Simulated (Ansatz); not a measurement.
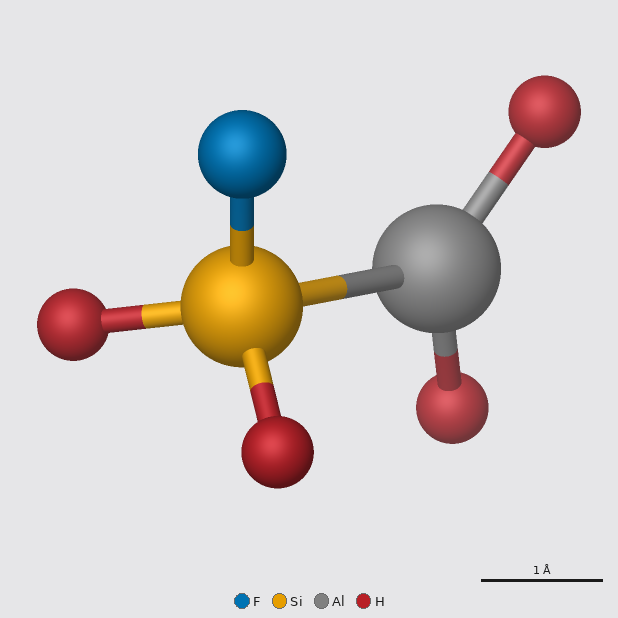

A ball-and-stick model of a molecule.

The computed structure is the end point of a PBE0-D4/def2-TZVP optimisation.

**What is the molecular formula?**

AlFH₄Si, 7 atoms: 1 aluminium, 1 fluorine, 4 hydrogen and 1 silicon.

**Give the symmetry (Schoenflies symbol).**

Cs.

**Name some functional groups or characteristic bonds that it holds.**

Among them: Si–H bond.

**How many bonds of each kind are drawn?**

2 Si–H, 2 Al–H, 1 F–Si, 1 Al–Si.

**What is its SMILES?**

F[SiH2][AlH2]

More results for the same structure follow; atom numbers are the same in all pictures, views and colours differ.

**Thermal motion**

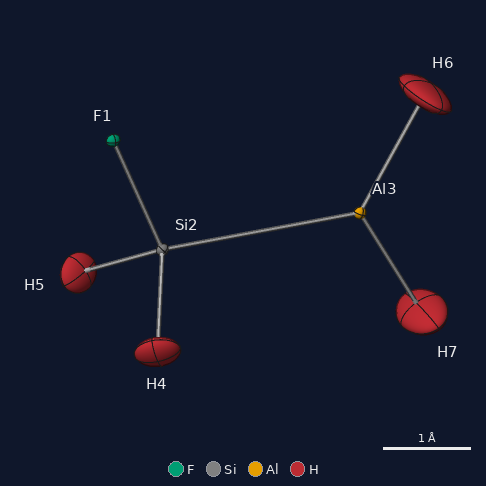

Displacement ellipsoids at the 50 % level, from the internal vibrations of the free molecule (harmonic, no overall translation or rotation; no half-axis is drawn under 0.075 Å). Vibrations computed with RKS PBE0-D4/def2-TZVP (Ansatz 0.2.0). Temperature: 0 K (zero-point motion alone).

Give the displacement parameters, one line for each set of equivalent atoms.

```
  atom  U_eq (Å²)   rms amplitudes (Å)
    F1     0.0015  0.025, 0.026, 0.056
   Si2    0.00077  0.023, 0.023, 0.036
   Al3    0.00060  0.012, 0.018, 0.036
H4, H5     0.0201  0.090, 0.145, 0.177
    H6     0.0481  0.093, 0.194, 0.313
    H7     0.0489  0.096, 0.184, 0.322
```

**Levels of theory compared**

Program: Ansatz 0.2.0.

Tabulate vertical IP (eV) at these levels: B2PLYP (frozen core)/def2-TZVPP; B3LYP-D4/def2-TZVPP; CCSD(T)/CBS (MP2 limit from def2-TZVPP and def2-QZVPP plus CCSD(T) − MP2); PBE-D4/def2-TZVPP; PBE0-D4/def2-TZVPP; r2SCAN-D4/def2-TZVPP; ωB97M-V/def2-TZVPP; ωB97X-V/def2-TZVPP.

| level | vertical IP (eV) |
| --- | --- |
| B2PLYP (frozen core)/def2-TZVPP | 9.81 |
| B3LYP-D4/def2-TZVPP | 9.81 |
| CCSD(T)/CBS (MP2 limit from def2-TZVPP and def2-QZVPP plus CCSD(T) − MP2) | 10.07 |
| PBE-D4/def2-TZVPP | 9.53 |
| PBE0-D4/def2-TZVPP | 9.77 |
| r2SCAN-D4/def2-TZVPP | 9.65 |
| ωB97M-V/def2-TZVPP | 9.89 |
| ωB97X-V/def2-TZVPP | 9.92 |

**Charges**

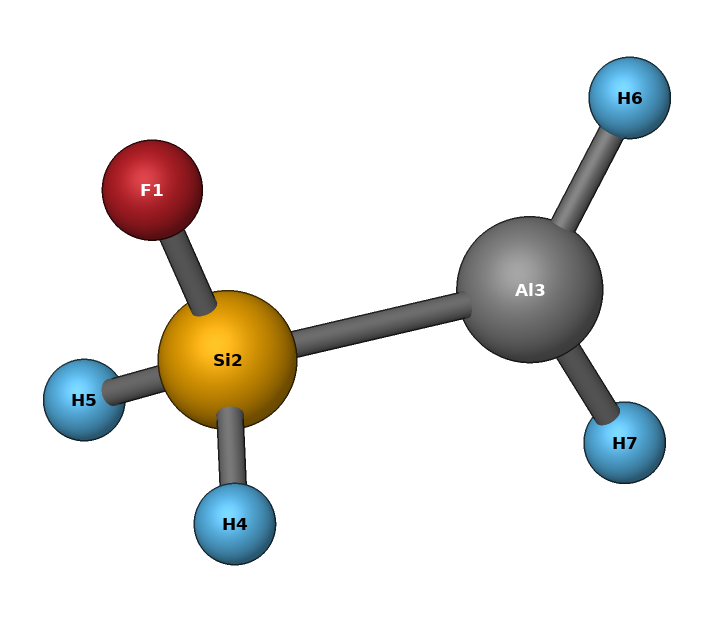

The questions are on Mulliken charges. Method: RKS ωB97M-V/def2-TZVPP (Ansatz 0.2.0).

Give the Mulliken charges atom by atom.

```tsv
atom	value (e)
F1	−0.32
Si2	0.28
Al3	0.35
H4	−0.05
H5	−0.05
H6	−0.10
H7	−0.11
```

Mulliken values depend strongly on the basis set and can even reverse the polarity of a bond.
